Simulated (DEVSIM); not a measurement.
System: CdS/CdTe n-p heterojunction, at 350 K.

| layer (left to right) | material | thickness (μm) | Nd (cm⁻³) | Na (cm⁻³) | τn (s) | τp (s) |
|---|---|---|---|---|---|---|
| 1 | CdS | 0.0530 | 1.4e17 | - | 2e-9 | 2e-9 |
| 2 | CdTe | 3.10 | - | 2.2e15 | 2e-9 | 2e-9 |

Left contact: ohmic. Right contact: ohmic. Voltage is applied to the left contact. Recombination: SRH at mid-gap, Auger. Mobility is constant in doping.

The device is made up for the run: typed textbook-type constants, with dimensions and the other settings drawn at random. Values at 300 K; Nc and Nv go as T^1.5, mobilities as T to minus their exponent, the gap by Varshni's rule with the affinity fixed.

```tsv
parameter	CdS	CdTe
gap (eV)	2.4	1.5
affinity (eV)	4.3	4.28
permittivity	9	10.2
Nc (cm⁻³)	2.2e18	8e17
Nv (cm⁻³)	1.8e19	1.8e19
μn (cm²/Vs)	300	1000
μp (cm²/Vs)	25	80
T exponent of μn	1.5	1.7
T exponent of μp	1.5	1.5
Cn (cm⁶/s)	1e-30	1e-30
Cp (cm⁶/s)	1e-30	1e-30
Varshni α (eV/K)	0.00039	0.00031
Varshni β (K)	103	108
```

Simulated with DEVSIM: 1D drift-diffusion, Boltzmann statistics, complete ionisation; no tunnelling, impact ionisation, image-force lowering or self-heating. Band offsets follow the typed affinities; no thermionic-emission limit at abrupt steps, no polarisation charge.

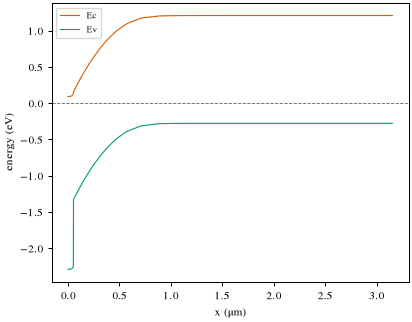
*Band edges at zero bias*

Energies count from the Fermi level of the right contact; mesh points crowd at the junctions.

| x (μm) | Ec (eV) | Ev (eV) | n (cm⁻³) | p (cm⁻³) | field (V/cm) |
|---|---|---|---|---|---|
| 0.000 | 0.090 | -2.292 | 1.4e17 | < 1e2 | 620 |
| 0.004495 | 0.090 | -2.291 | 1.4e17 | < 1e2 | 680 |
| 0.01240 | 0.091 | -2.291 | 1.4e17 | < 1e2 | 1100 |
| 0.02633 | 0.094 | -2.288 | 1.2e17 | < 1e2 | 3800 |
| 0.04279 | 0.108 | -2.273 | 7.7e16 | < 1e2 | 16000 |
| 0.04975 | 0.123 | -2.259 | 4.7e16 | < 1e2 | 27000 |
| 0.05362 | 0.155 | -1.331 | 6.0e15 | < 1e2 | 29000 |
| 0.06150 | 0.177 | -1.308 | 2.8e15 | < 1e2 | 28000 |
| 0.07479 | 0.214 | -1.271 | 8.2e14 | < 1e2 | 28000 |
| 0.1013 | 0.286 | -1.200 | 7.7e13 | 120 | 26000 |
| 0.1543 | 0.420 | -1.065 | 9.0e11 | 10000 | 24000 |
| 0.3079 | 0.748 | -0.738 | 1.7e7 | 5.4e8 | 18000 |
| 0.5670 | 1.091 | -0.395 | 200 | 4.7e13 | 8200 |
| 1.084 | 1.206 | -0.279 | < 1e2 | 2.2e15 | 71 |
| 2.242 | 1.207 | -0.279 | < 1e2 | 2.2e15 | ≈ 0 |
| 2.699 | 1.207 | -0.279 | < 1e2 | 2.2e15 | ≈ 0 |
| 2.919 | 1.207 | -0.279 | < 1e2 | 2.2e15 | ≈ 0 |
| 3.038 | 1.207 | -0.279 | < 1e2 | 2.2e15 | ≈ 0 |
| 3.111 | 1.207 | -0.279 | < 1e2 | 2.2e15 | ≈ 0 |
| 3.134 | 1.207 | -0.279 | < 1e2 | 2.2e15 | ≈ 0 |
| 3.146 | 1.207 | -0.279 | < 1e2 | 2.2e15 | ≈ 0 |
| 3.153 | 1.207 | -0.279 | < 1e2 | 2.2e15 | ≈ 0 |
